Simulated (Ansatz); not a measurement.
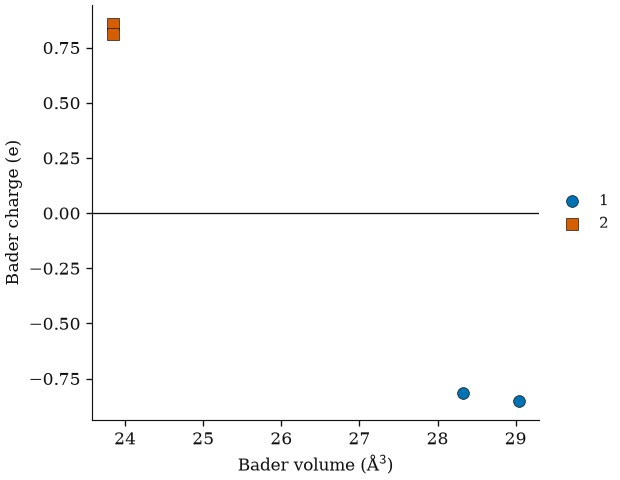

Bader charges of the atoms (positive: electrons lost), against the volumes of their basins.

Structure: HoSe (amorphous cell), 4 atoms in the cell.

Level of theory: DFT with a composed functional (rPW86 exchange, LDA correlation), PAW plane waves, no spin polarisation, 4×4×5 k mesh, 420 eV cutoff; code Ansatz.

Which number is which element?

1 is Se; 2 is Ho. The Bader charges are Ho +0.83 e and Se −0.83 e.

The open f shell carries no moment in this run, so this isn't likely the ground state. The atoms aren't at rest in this cell (largest force 1.7 eV/Å), so the relaxed material can differ. Spin-orbit coupling is left out, which matters for Ho.
